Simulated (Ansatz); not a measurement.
Start from BN in the zinc blende structure (space group F-43m, No. 216; a = 3.625 Å).

One thing is altered: cell and atoms relaxed at a pressure of 5 GPa.

Level of theory: DFT with PBE, PAW potentials and a 420 eV plane-wave cutoff in Ansatz (a first-principles code), no SOC.

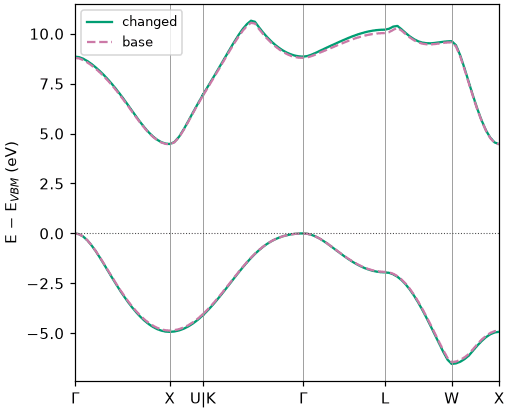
Figure: Highest valence and lowest conduction band along the path, each from its own valence-band maximum

The gap is 4.48 eV, indirect, Γ → X; the base has 4.46 eV.

Load acts through the strain it causes; cell and atoms are relaxed under it. No phonon test of stability was made. No other phases were tried under pressure.
